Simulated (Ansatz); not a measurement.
## Amorphous Si24O51Ga2

It comes from a melt-quench run on a machine-learned potential (CHGNet), relaxed afterwards by DFT. O atoms were pushed apart under 1.9 Å during the dynamics, to hinder bonds among them. The hot cell started wider than the set density and was brought back towards it in steps. It is the lowest in DFT energy of 2 quenches. It is a model cell: composition and starting density were chosen by hand, and all elements were melted together. No dispersion term was used.

Methods: PBE, scalar-relativistic without spin-orbit coupling (Ansatz, a first-principles code); r2SCAN, scalar-relativistic without spin-orbit coupling (Ansatz); HSE06, scalar-relativistic without spin-orbit coupling (Ansatz). Geometry, pressure, stress and energy are those of the PBE run. Its sampling: a 2×2×2 Γ-centred mesh; Fermi-Dirac width 0.02 eV; no spin polarisation. Other functionals are single points at the zone centre (r2SCAN at 500 eV; exact exchange cut at the cell's faces), free to take moments where seeds were set.

| Item | Value |
|---|---|
| Number of atoms in the cell | 77 |
| Density (held, not predicted) | 2.36 g/cm³ |
| Volume per atom | 14.91 Å³ |
| Pressure on a 2×2×2 Γ-centred mesh | 3.47 GPa |
| Largest force and stress component on that mesh (the relaxation ran on the zone centre alone) | 0.02 eV/Å and 3.5 GPa |
| Energy relative to alpha cristobalite + beta Ga2O3 (lowest mix at this level among the phases computed, not always the ambient ones) | 0.146 eV/atom |
| Gap on a 2×2×2 Γ-centred mesh (PBE) | 4.57 eV |
| Gap at the zone centre (PBE) | 4.59 eV |
| Gap at the zone centre (r2SCAN) | 5.24 eV |
| Gap at the zone centre (HSE06) | 6.46 eV |

Cut-offs for bonds: Si-Si 2.60 Å, Si-O 1.90 Å, Si-Ga 2.56 Å, O-O 1.58 Å, O-Ga 2.26 Å, Ga-Ga 2.68 Å. Two cations that share two anions don't count as bonded, nor two that share one unless they lie closer than Si-Si 2.38 Å, Si-Ga 2.49 Å, Ga-Ga 2.61 Å.

Mean coordination of Si by anions: 4.00 (24 with 4)
Mean coordination of O: 2.00 (51 with 2)
Mean coordination of Ga by anions: 3.00 (2 with 3)
Mean Si-O bond: 1.633 Å (spread 0.017 Å, 96 counted)
Mean O-Ga bond: 1.770 Å (spread 0.012 Å, 6 counted)

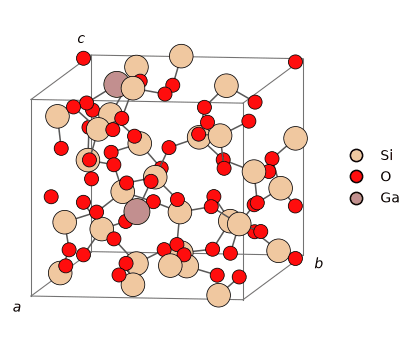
Figure: The relaxed cell

Its density started from a set value of 2.36 g/cm³. The quench (nominally 320 K/ps over its main leg) was far faster than any real one, so the model tends to hold more defects than a real film. A cell of this size samples the disorder only roughly. The volume was held where the preparation left it and the shape relaxed, at a PBE pressure of 3.5 GPa. Stress components on the final sampling reach 3.5 GPa.
